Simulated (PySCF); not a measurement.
SMILES FC(F)(F)[SiH2][SiH2]c1ccccc1 at its GFN2-xTB optimised geometry (Å):

```
21

F     -2.7861    -3.5307     0.5388
C     -2.9312    -2.7953    -0.5876
F     -4.2520    -2.7656    -0.8451
F     -2.3734    -3.5293    -1.5774
Si    -2.1160    -1.0378    -0.4246
Si     0.1192    -1.4679     0.0243
C      1.0622     0.1702     0.0000
C      0.4103     1.4000     0.0006
C      1.1203     2.5873     0.0018
C      2.5048     2.5658     0.0015
C      3.1719     1.3519     0.0000
C      2.4543     0.1702     0.0000
H     -2.5041    -0.4206    -1.6974
H     -2.9600    -0.4321     0.6116
H      0.7293    -2.3681    -0.9675
H      0.3054    -2.0921     1.3456
H     -0.6723     1.4283    -0.0011
H      0.5938     3.5307     0.0024
H      3.0614     3.4912     0.0016
H      4.2520     1.3287    -0.0014
H      2.9804    -0.7736    -0.0011
```

Level of theory: CAM-B3LYP/def2-SVP in PySCF.

Map of the electron localisation function on the plane z = 1.5 Å:

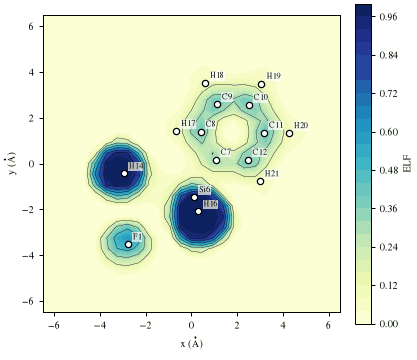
Figure: Electron localisation function on the plane z = 1.5 Å.
